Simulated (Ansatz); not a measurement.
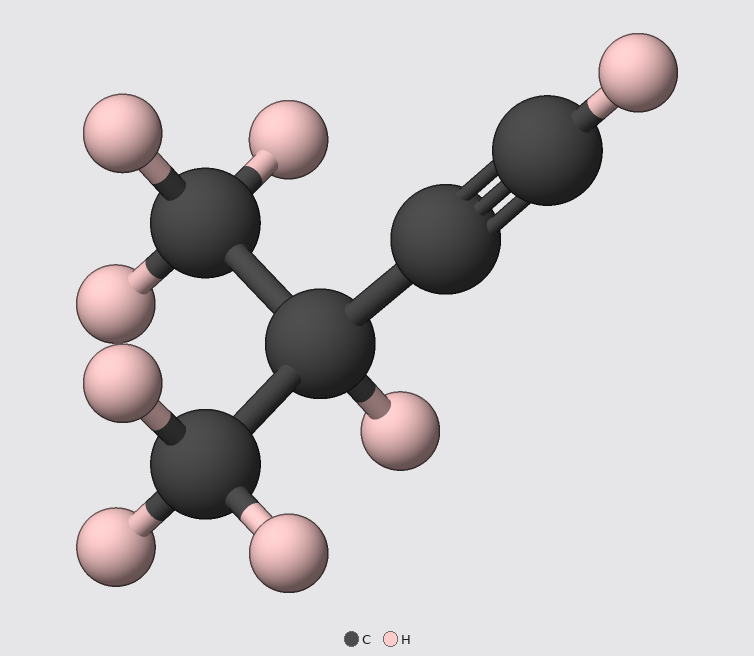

Source: calculation with Ansatz.

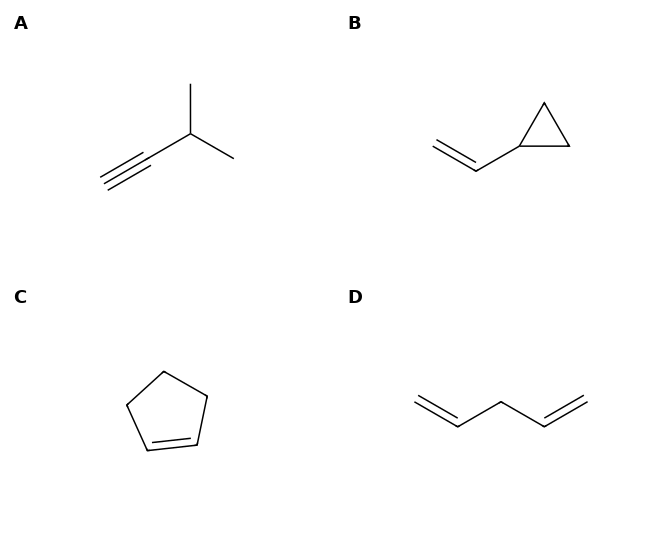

Question: Which structural formula matches the 3D model?

Answer: A, `C#CC(C)C`.
